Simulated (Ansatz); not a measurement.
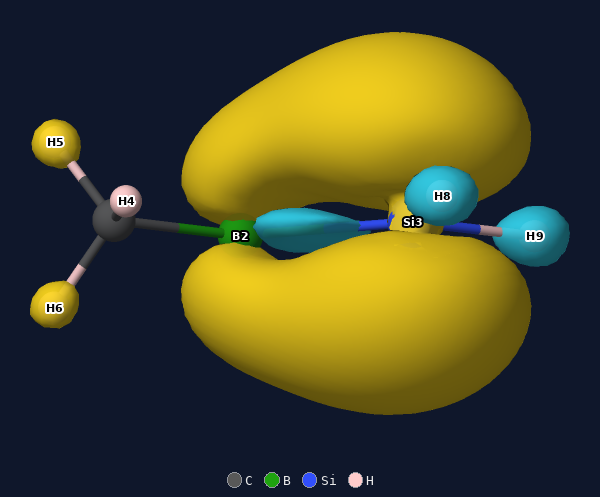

Figure 1: CH6BSi (SMILES CB[SiH2]) (doublet). Isosurfaces of the spin density (α minus β) at +0.015 (yellow) and −0.015 e/Å³ (cyan), seen from one side.

Geometry: r2SCAN-D4/def2-SVP.

Method: isolated molecule in a Gaussian basis; Kohn-Sham density functional theory, functional PBE0 in Ansatz 0.2.0.

```yaml
atoms:
  - { symbol: C, position_ang: [0.1749, 0.9620, 1.4471] }
  - { symbol: B, position_ang: [-0.6135, 0.8894, 0.0947] }
  - { symbol: Si, position_ang: [-2.3732, 0.0709, -0.1043] }
  - { symbol: H, position_ang: [-0.3169, 0.5213, 2.3268] }
  - { symbol: H, position_ang: [1.1606, 0.4762, 1.3191] }
  - { symbol: H, position_ang: [0.4153, 2.0178, 1.6735] }
  - { symbol: H, position_ang: [-0.1228, 1.3630, -0.9086] }
  - { symbol: H, position_ang: [-3.1392, -0.5638, 1.0105] }
  - { symbol: H, position_ang: [-3.1325, -0.0054, -1.3861] }
```

Question: Where is the unpaired spin?

Answer: The unpaired spin (1 electron) lies mostly on Si3 (about 0.7) and B2 (about 0.2), in electrons by Hirshfeld's partition.
